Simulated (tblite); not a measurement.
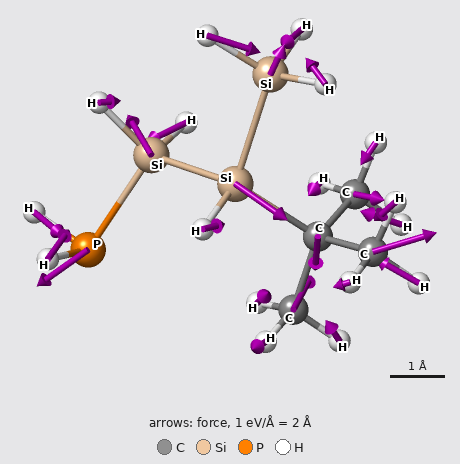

Starting geometry of C4H17PSi3 with the computed forces as purple arrows. The picture is a ball-and-stick view, seen at a tilt.

Computed with GFN2-xTB geometry optimisation, gas phase (tblite 0.8.0). 

Q: Is this structure relaxed? If not, where do the atoms go?

A: It isn't relaxed: the largest force vector, on a C atom, is 0.68 eV/Å. The final displacements have little in common with the starting forces (cosine between the two patterns 0.13). The atom that moves furthest after the best rigid fit is an H atom (1.36 Å). Largest moves by element: H 1.36 Å, P 0.97 Å, C 0.41 Å, Si 0.35 Å. Near-neighbour distances that change, for instance: Si–Si 2.288 → 2.337 Å, H–Si 1.493 → 1.464 Å, H–P 1.410 → 1.381 Å, P–Si 2.219 → 2.245 Å. Among the angles between lasting bonds that change: Si–Si–Si 104.0° → 113.5°, P–Si–H 108.3° → 103.0°, H–P–H 95.8° → 92.1°. Groups turn about Si–Si by about 30°, Si–Si by about 25°. Over 258 geometry steps the energy falls by 6.36 kcal/mol.
